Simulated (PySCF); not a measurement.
C₆H₉FSSi

```yaml
atoms:
  - { symbol: C, position_ang: [-3.1983, -0.8284, -0.0911] }
  - { symbol: C, position_ang: [-1.9224, -0.1562, -0.0462] }
  - { symbol: C, position_ang: [-0.8524, 0.3836, -0.0124] }
  - { symbol: C, position_ang: [0.4352, 1.0556, 0.0344] }
  - { symbol: F, position_ang: [0.2280, 2.4160, 0.2973] }
  - { symbol: C, position_ang: [1.3206, 0.4621, 1.1259] }
  - { symbol: Si, position_ang: [1.9320, -1.2055, 0.4567] }
  - { symbol: S, position_ang: [1.7086, -0.7363, -1.6272] }
  - { symbol: C, position_ang: [1.1443, 0.9688, -1.3183] }
  - { symbol: H, position_ang: [-3.9990, -0.1087, 0.0752] }
  - { symbol: H, position_ang: [-3.3365, -1.2951, -1.0657] }
  - { symbol: H, position_ang: [-3.2436, -1.5951, 0.6818] }
  - { symbol: H, position_ang: [0.7588, 0.3768, 2.0544] }
  - { symbol: H, position_ang: [2.1507, 1.1480, 1.3056] }
  - { symbol: H, position_ang: [1.0464, -2.3114, 0.7927] }
  - { symbol: H, position_ang: [3.3323, -1.4461, 0.7788] }
  - { symbol: H, position_ang: [0.4753, 1.2471, -2.1314] }
  - { symbol: H, position_ang: [2.0112, 1.6311, -1.3222] }
```

Geometry: GFN2-xTB.

Computed with PySCF, PBE0/pcSseg-1, SCF density, gas phase, non-relativistic.

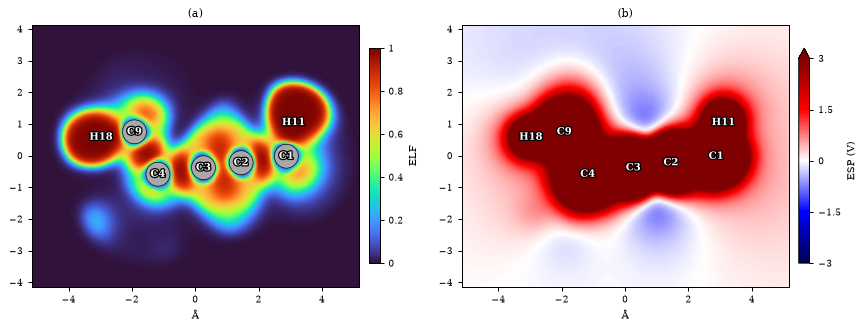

Figure 1. (a) electron localisation function; (b) molecular electrostatic potential on the plane of atoms C3, C4 and C9. Grey discs cover the atomic cores in the ELF map.

**What does the map show?**

The section cuts through C and H sites. C–C (1.20 Å): the ELF peaks at about 0.80 between the atoms; a multiple bond. C–H (1.09 Å): the ELF climbs to about 1 towards the hydrogen, as it does in any bond to H: an ordinary covalent bond to hydrogen. Outside the dense part of the molecule the potential is most negative (−0.7 V) near C2.

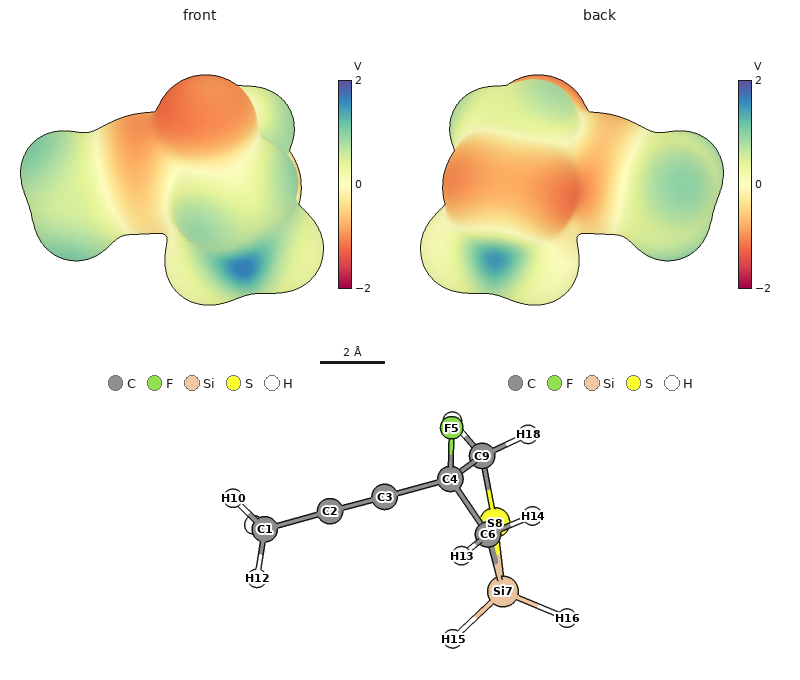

Figure 2. The molecular electrostatic potential painted on the density surface at 0.002 e/bohr³, seen from the front and from behind; red is negative and blue positive. The bare structure is drawn below in the same view.

**Describe the electrostatic potential map.**

The most negative region (about −1.2 V, or −28 kcal/mol for a unit charge) lies over F5 and S8, the most positive (about +1.5 V, or +35 kcal/mol for a unit charge) over Si7.
